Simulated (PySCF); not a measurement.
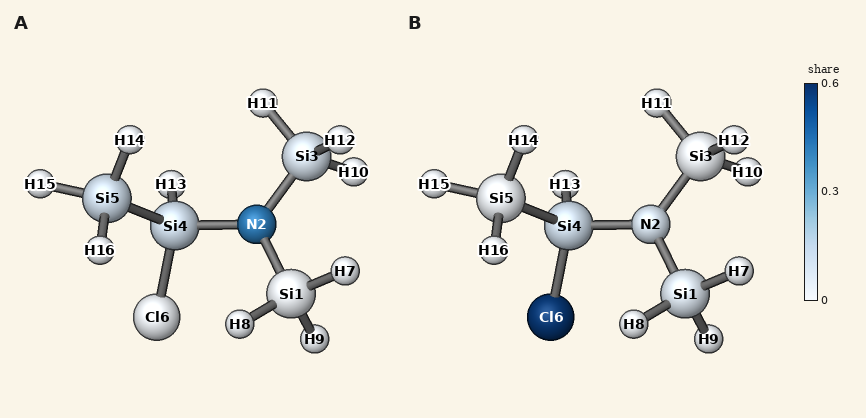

Each panel colours the atoms by their Löwdin share in one orbital (up to four of the largest shares; other atoms are shown as zero). Computed geometry: GFN2-xTB optimisation. No frequency run is at hand to confirm it as a minimum. Level of theory: PBE0/def2-SVPD (PySCF 2.14.0).

The panels show the HOMO−2, HOMO, in some order. Which is which?

A: HOMO, −7.45 eV; N2 0.42, Si5 0.10, Si4 0.10, Si3 0.07
B: HOMO−2, −9.32 eV; Cl6 0.58, Si4 0.10, N2 0.07, Si1 0.06

The geometry is semi-empirical. Around Si such bond lengths and angles can be off by a tenth of an ångström or more and by several degrees, and values that hang on the shape move with them.
